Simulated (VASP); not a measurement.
Band structure of Na2S (antifluorite). Computed with PBE GGA, VASP's PBE PAW potentials (set 64) (plane waves; VASP).

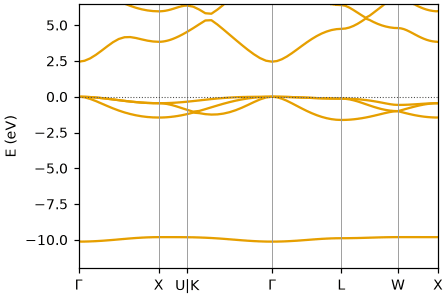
Fig. 1. Bands along high-symmetry lines, zero at the valence-band maximum or, without a gap, the Fermi level

Problem. Read the plot: is there a gap, and where are the band edges?

Solution. The gap is direct, 2.45 eV, from the valence maximum at Γ to the conduction minimum at Γ. (Edges off the drawn lines would not show.)

The compound is Na2S in the antifluorite structure. It was relaxed first.
